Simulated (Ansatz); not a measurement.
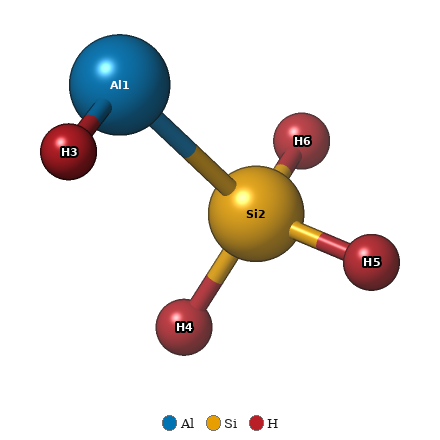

The system is AlH₄Si, SMILES [AlH][SiH3], spin multiplicity 2; the picture shows the reference structure. The first coordinate is: bond length Si2–H4; the second: angle H5–Si2–H4. Nothing is relaxed (all other coordinates rigid). The scan uses a 15 × 15 grid. Points are written as (first, second). Energies: kcal/mol, counted from the lowest grid point. Theory: UKS PBE-D4/def2-TZVP (Ansatz).

Its coordinates:

```xyz
6

Al    0.7291   -1.1126    1.2474
Si   -0.3316    0.6112   -0.1959
H     1.3059   -2.4410    0.5263
H    -1.5379    0.0414   -0.8883
H     0.6185    1.0845   -1.2597
H    -0.7840    1.8165    0.5702
```

Range: bond length Si2–H4 from 1.232 to 2.255 Å; angle H5–Si2–H4 from 82.5 to 132.5°.

### What landscape does the calculation give?

The lowest grid point is at (1.525 Å, 107.5°). It is the only kind of minimum in the scanned range. The highest grid point, (2.255 Å, 132.5°), lies 46.0 kcal/mol above the lowest. Round the minimum the two coordinates are weakly coupled (coupling 0.05 in units of the two stiffnesses).

```
angle H5–Si2–H4 ↓, bond length Si2–H4 →  1.232  1.305  1.379  1.452  1.525  1.598  1.671  1.744  1.817  1.890  1.963  2.036  2.109  2.182  2.255
                                  132.5   27.5   16.5   10.2    7.4    7.1    8.6   11.3   14.9   18.8   23.2   27.8   32.5   37.2   41.7   46.0
                                  128.9   25.7   14.7    8.3    5.5    5.2    6.7    9.5   13.0   17.0   21.4   26.1   30.8   35.5   40.1   44.5
                                  125.4   24.2   13.2    6.8    4.0    3.7    5.2    7.9   11.5   15.5   19.9   24.6   29.4   34.1   38.8   43.2
                                  121.8   23.0   11.9    5.5    2.7    2.4    3.8    6.6   10.1   14.1   18.5   23.3   28.1   32.9   37.6   42.1
                                  118.2   22.1   11.0    4.5    1.7    1.3    2.8    5.5    9.1   13.1   17.5   22.2   27.0   31.9   36.6   41.1
                                  114.6   21.4   10.3    3.9    1.0    0.6    2.0    4.7    8.3   12.2   16.7   21.4   26.2   31.1   35.8   40.4
                                  111.1   21.1   10.0    3.5    0.6    0.2    1.6    4.2    7.7   11.7   16.1   20.8   25.7   30.5   35.3   39.9
                                  107.5   21.1    9.9    3.4    0.4    0.0    1.4    4.0    7.5   11.4   15.8   20.5   25.3   30.2   34.9   39.5
                                  103.9   21.4   10.2    3.6    0.6    0.1    1.5    4.1    7.5   11.4   15.7   20.4   25.2   30.1   34.8   39.4
                                  100.4   22.0   10.7    4.1    1.1    0.6    1.9    4.4    7.8   11.7   16.0   20.6   25.4   30.2   34.9   39.5
                                   96.8   23.0   11.7    5.0    1.9    1.3    2.5    5.0    8.4   12.2   16.4   21.0   25.8   30.5   35.2   39.8
                                   93.2   24.3   12.9    6.2    3.0    2.4    3.5    6.0    9.2   13.0   17.2   21.7   26.4   31.1   35.7   40.3
                                   89.6   25.9   14.5    7.7    4.5    3.7    4.8    7.2   10.4   14.1   18.2   22.6   27.2   31.9   36.5   40.9
                                   86.1   27.9   16.4    9.5    6.2    5.4    6.4    8.7   11.8   15.4   19.4   23.8   28.3   32.9   37.4   41.8
                                   82.5   30.2   18.6   11.7    8.3    7.4    8.3   10.5   13.5   17.0   20.9   25.2   29.7   34.1   38.6   42.9
```

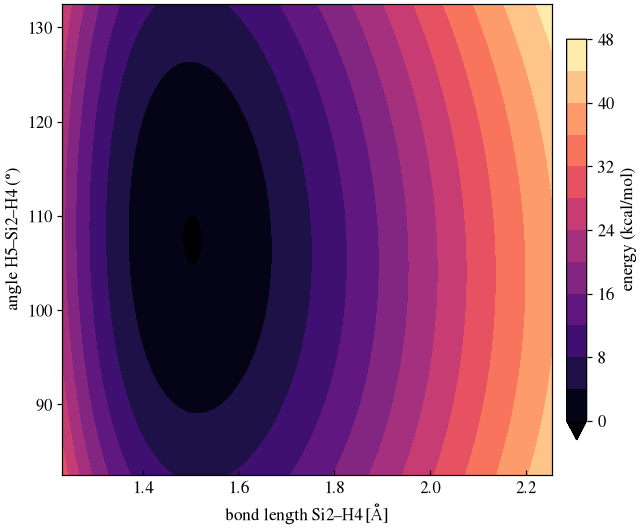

Drawn: filled contours. Between grid points the surface is interpolated.

Each point was launched as `ansatz run input.yaml --threads 1 --pin off --max-ram 2560MiB --backend cpu --events-out ev --progress --plain --runs-dir out`. Time for the 225 points that were run: 12 min on 1 thread of Arm Neoverse V2, on a shared host.
